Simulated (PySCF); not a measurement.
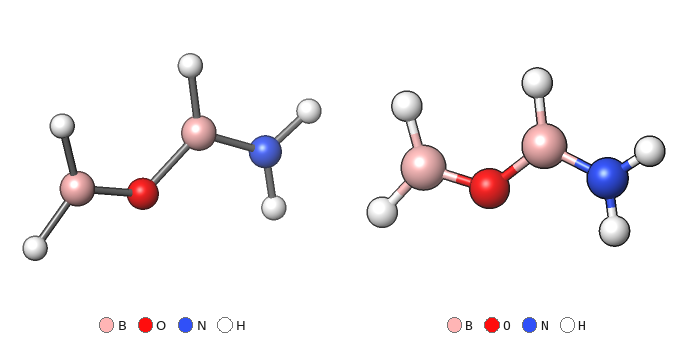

Both panels show the same species.

The computed structure is the end point of a PBE0-D3(BJ)/def2-SVP optimisation. No frequency run is at hand to confirm it as a minimum.

Describe the molecule.

Formula B₂H₅NO. As SMILES it reads `BOBN`. It has no ring. Among its groups: B–H bond. Coordination: 2 B trigonal planar; 1 O bent; 1 N trigonal planar.

The parts below concern this one geometry. Atoms keep their numbers from picture to picture.

## Electronic properties

No frequency run is at hand to confirm it as a minimum. Properties computed with BHandHLYP/aug-pcX-1 (pcseg-1 on H), gas phase (PySCF 2.14.0).

Question: Give the dipole moment at this level.

Answer: 1.98 D.

Question: Estimate the HOMO energy (Kohn–Sham orbital).

Answer: −9.73 eV.

Question: Give the HOMO–LUMO gap at this level.

Answer: 9.95 eV.

## NMR shielding

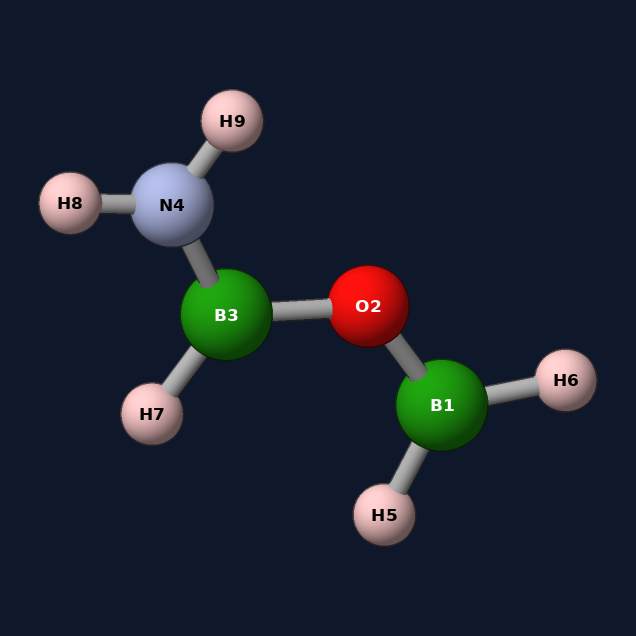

The questions are on isotropic NMR shieldings of the H atoms. No frequency run is at hand to confirm it as a minimum. Level of theory: GIAO KT3/pcSseg-2 NMR shielding, non-relativistic, gas phase (PySCF 2.14.0).

List the isotropic NMR shieldings of the H atoms.

```tsv
atom	σ (ppm)
H5	25.89
H6	26.05
H7	26.83
H8	28.08
H9	27.93
```

## Bond orders

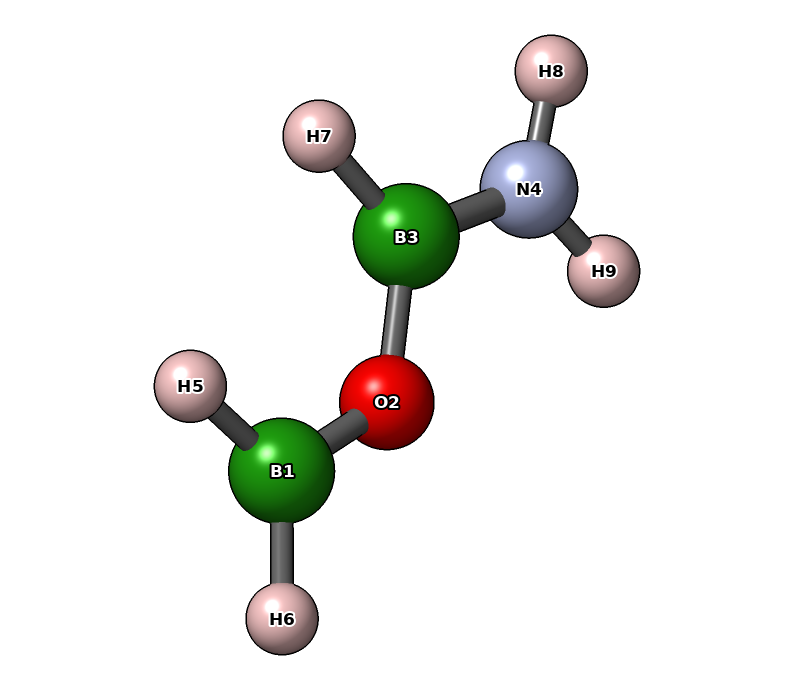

The thickness of each stick grows with its Mayer bond order. No frequency run is at hand to confirm it as a minimum. Computed with PBE0/pcSseg-1 (PySCF 2.14.0).

Question: Which bond has the highest Mayer bond order?

Answer: B3–N4, 1.36, at a length of 1.391 Å.

List the Mayer bond orders of B1–O2, B1–H5, B1–H6, O2–B3, B3–N4, B3–H7, N4–H8, N4–H9.

| bond | Mayer order | length (Å) |
| --- | --- | --- |
| B1–O2 | 1.21 | 1.349 |
| B1–H5 | 0.96 | 1.214 |
| B1–H6 | 0.97 | 1.211 |
| O2–B3 | 1.00 | 1.389 |
| B3–N4 | 1.36 | 1.391 |
| B3–H7 | 0.97 | 1.210 |
| N4–H8 | 0.94 | 1.009 |
| N4–H9 | 0.94 | 1.013 |
